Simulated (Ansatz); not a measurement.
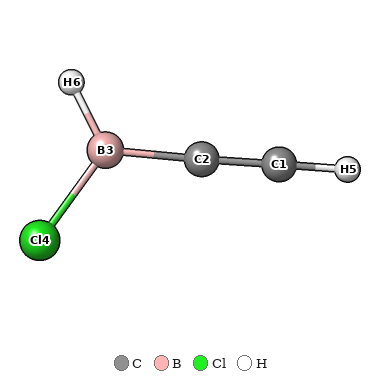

The system is C₂H₂BCl, SMILES C#CBCl; the picture shows the reference structure. 
- First axis: bond length C2–B3. Second axis: bond length B3–Cl4.
- Nothing is relaxed (all other coordinates rigid).
- The scan uses a 15 × 15 grid.
- Points are written as (first, second).
- Energies: eV, counted from the relaxed molecule at the same level.
- Theory: RKS PBE0-D4/def2-TZVP in Ansatz.

Its coordinates:

```yaml
atoms:
  - { symbol: C, position_ang: [0.0847, 1.2731, -1.0144] }
  - { symbol: C, position_ang: [0.0560, 0.3421, -0.2466] }
  - { symbol: B, position_ang: [0.0506, -0.7997, 0.7336] }
  - { symbol: Cl, position_ang: [-1.0115, -2.1584, 0.4882] }
  - { symbol: H, position_ang: [0.1045, 2.0916, -1.6971] }
  - { symbol: H, position_ang: [0.7579, -0.8124, 1.6902] }
```

Range: bond length C2–B3 from 1.294 to 2.107 Å; bond length B3–Cl4 from 1.498 to 2.439 Å.

Question: Predict the map.

Answer: The lowest grid point is at (1.526 Å, 1.767 Å), 0.015 eV from the relaxed molecule at the same level. No other kind of well shows on this grid. The highest grid point, (2.107 Å, 2.439 Å), lies 4.93 eV above the lowest. Round the minimum the two coordinates are weakly coupled (coupling 0.08 in units of the two stiffnesses).

```csv
"bond length B3–Cl4 ↓, bond length C2–B3 →",1.294,1.352,1.410,1.468,1.526,1.584,1.642,1.700,1.759,1.817,1.875,1.933,1.991,2.049,2.107
2.439,2.90,2.47,2.24,2.17,2.22,2.35,2.55,2.79,3.07,3.37,3.68,4.00,4.32,4.63,4.94
2.372,2.67,2.23,2.00,1.92,1.96,2.09,2.29,2.53,2.80,3.10,3.41,3.72,4.04,4.35,4.66
2.304,2.43,1.98,1.75,1.67,1.70,1.83,2.02,2.25,2.53,2.82,3.12,3.44,3.75,4.06,4.37
2.237,2.19,1.74,1.50,1.41,1.44,1.56,1.75,1.98,2.25,2.54,2.84,3.15,3.46,3.77,4.08
2.170,1.95,1.49,1.24,1.15,1.18,1.30,1.48,1.71,1.97,2.26,2.55,2.86,3.17,3.47,3.78
2.103,1.71,1.25,1.00,0.90,0.92,1.03,1.21,1.43,1.70,1.98,2.27,2.57,2.88,3.18,3.48
2.036,1.49,1.02,0.76,0.66,0.68,0.78,0.95,1.17,1.43,1.70,2.00,2.29,2.59,2.89,3.19
1.968,1.29,0.81,0.54,0.43,0.44,0.54,0.71,0.92,1.18,1.45,1.73,2.03,2.32,2.62,2.91
1.901,1.12,0.64,0.36,0.24,0.25,0.34,0.50,0.71,0.96,1.22,1.50,1.79,2.08,2.38,2.67
1.834,1.00,0.51,0.23,0.10,0.10,0.18,0.34,0.54,0.78,1.04,1.32,1.60,1.89,2.17,2.46
1.767,0.95,0.45,0.16,0.03,0.01,0.09,0.24,0.43,0.67,0.92,1.19,1.47,1.75,2.03,2.32
1.700,1.00,0.49,0.19,0.05,0.03,0.10,0.24,0.42,0.65,0.90,1.16,1.43,1.71,1.98,2.26
1.633,1.18,0.66,0.35,0.20,0.17,0.23,0.36,0.54,0.76,1.00,1.26,1.52,1.79,2.06,2.33
1.565,1.56,1.02,0.70,0.54,0.50,0.55,0.67,0.84,1.05,1.29,1.53,1.79,2.05,2.31,2.57
1.498,2.18,1.63,1.30,1.13,1.08,1.12,1.23,1.39,1.59,1.81,2.05,2.30,2.55,2.80,3.06
```

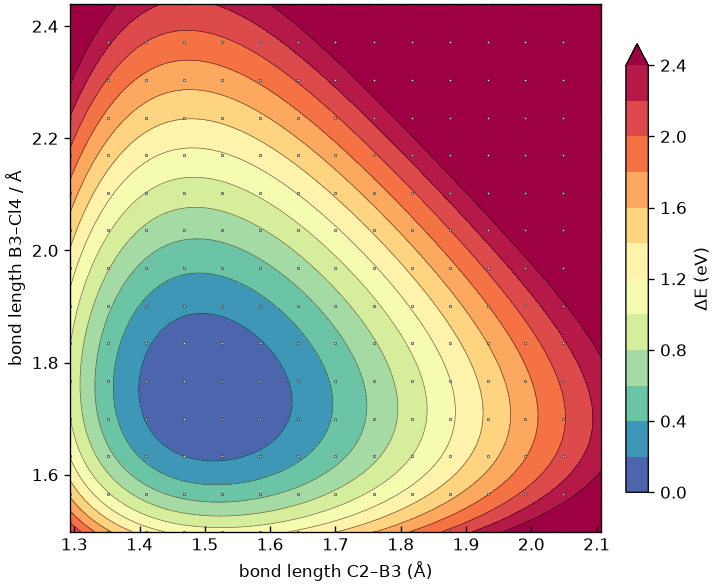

In the figure: filled contours, dots at the grid points, one colour for all values above the top of the scale. Between grid points the surface is interpolated.

Each point was launched as `ansatz run input.yaml --threads 1 --pin off --max-ram 2560MiB --backend cpu --events-out ev --progress --plain --runs-dir out`. Time for the 225 points that were run: 25 min on 1 thread of Arm Neoverse N1, on a shared host.
